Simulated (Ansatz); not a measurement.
# CH₄ClFSi: small, medium and large basis sets

Aim: see how fast density functionals converge with the basis set for CH₄ClFSi.

Method: one geometry, several basis sets; program: Ansatz 0.2.0, Gaussian basis.

Levels to be run: PBE0-D4/def2-SVP; ωB97M-V/def2-SVP; PBE0-D4/def2-QZVPP; ωB97M-V/def2-QZVPP; the functionals' def2-TZVPP values are taken from earlier runs.

## (1) Structure used throughout

The geometry comes from an earlier relaxation with PBE0-D4 in a triple-zeta def2 set; it is a stationary point, not always the lowest conformer.

SMILES `FC([SiH3])Cl`, 8 atoms, charge 0, spin multiplicity 1.

Atoms are counted from 1 here; the program's logs count them from 0.

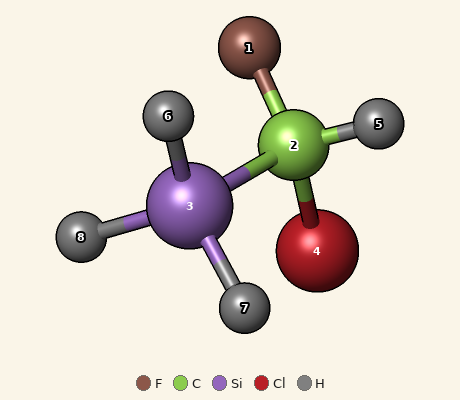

The structure; fluorine brown, carbon green, silicon purple, chlorine red, hydrogen grey; atoms are numbered from 1 in the order of the file.

Geometry (Å):

```mol
CH4ClFSi
  3D, bonds by distance, orders not assigned

  8  7  0  0  0  0  0  0  0  0999 V2000
   -1.5286    1.1423    0.1055 F   0  0
   -0.4445    0.6160   -0.5447 C   0  0
    0.5502   -0.5283    0.6128 Si  0  0
   -1.0034   -0.3291   -1.9476 Cl  0  0
    0.1334    1.4464   -0.9562 H   0  0
    0.9886    0.2606    1.7921 H   0  0
    1.7279   -1.0204   -0.1412 H   0  0
   -0.3313   -1.6447    1.0234 H   0  0
  1  2  8  0
  2  3  8  0
  2  4  8  0
  2  5  8  0
  3  6  8  0
  3  7  8  0
  3  8  8  0
M  END
```

## (2) PBE0-D4 in def2-SVP

Input file in.yaml:

```yaml
crystal:
  periodic: [false, false, false]
  atoms:
    - {symbol: F, position_ang: [-1.528584, 1.142258, 0.105507]}
    - {symbol: C, position_ang: [-0.444539, 0.616034, -0.544688]}
    - {symbol: Si, position_ang: [0.550183, -0.528345, 0.612794]}
    - {symbol: Cl, position_ang: [-1.003401, -0.329099, -1.947587]}
    - {symbol: H, position_ang: [0.133401, 1.446370, -0.956159]}
    - {symbol: H, position_ang: [0.988580, 0.260604, 1.792120]}
    - {symbol: H, position_ang: [1.727909, -1.020387, -0.141208]}
    - {symbol: H, position_ang: [-0.331349, -1.644735, 1.023422]}
basis:
  gaussian: {orbitals: def2-SVP}
hamiltonian: {xc: pbe0, dispersion: d4}
output: {orbitals: {seedname: orbitals}}
```

The run is started by

```
ansatz run in.yaml --threads 2 --pin off --events-out ev --progress --plain --max-ram 4352MiB
```

After this run come: ωB97M-V in def2-SVP; PBE0-D4 in def2-QZVPP; ωB97M-V in def2-QZVPP.

Q: Predict the results of all the runs planned. Wanted: PBE0-D4: double and triple zeta above quadruple; ωB97M-V: double and triple zeta above quadruple.

The runs gave:

```
                                       quantity           value
PBE0-D4: double and triple zeta above quadruple  12.57, 0.84 eV
ωB97M-V: double and triple zeta above quadruple  12.63, 0.80 eV
```

In words: PBE0-D4 gains 11.73 eV from double to triple zeta, then 0.84 eV more. These are total energies; as a rule much of such shifts cancels in differences, which this series doesn't test. The LUMO of ωB97M-V is positive and keeps falling with the basis (2.37 to 1.30 eV): an unbound level that the basis holds in place.
